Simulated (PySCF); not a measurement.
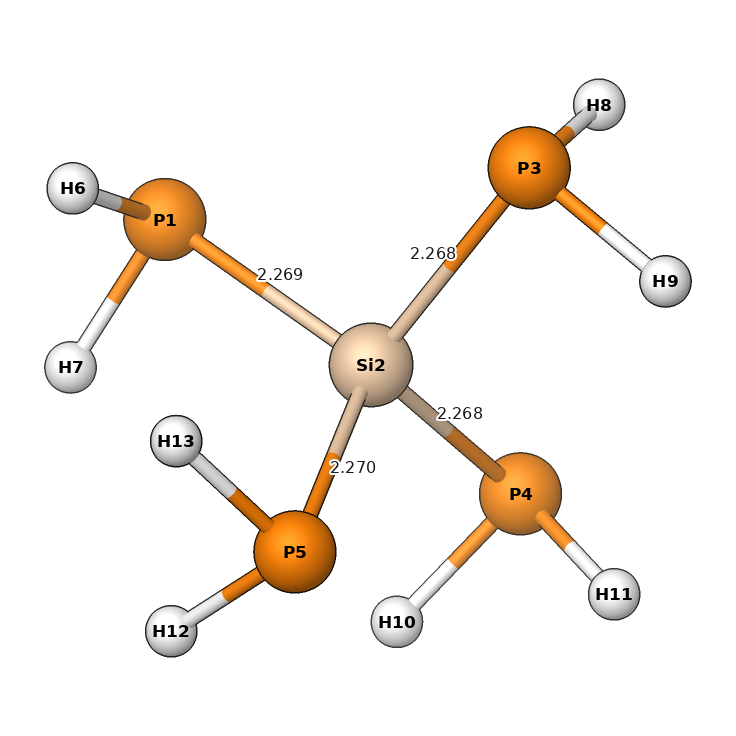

The numbers beside the sticks are distances in Å. Sticks don't show bond order. The geometry was computed by an optimisation with PBE0-D3(BJ)/def2-SVP. No frequency run is at hand to confirm it as a minimum.

**Which of the marked bonds are single, double, triple or aromatic?**

P1–Si2 single; Si2–P3 single; Si2–P4 single; Si2–P5 single.

**Give the structure as SMILES.**

P[Si](P)(P)P
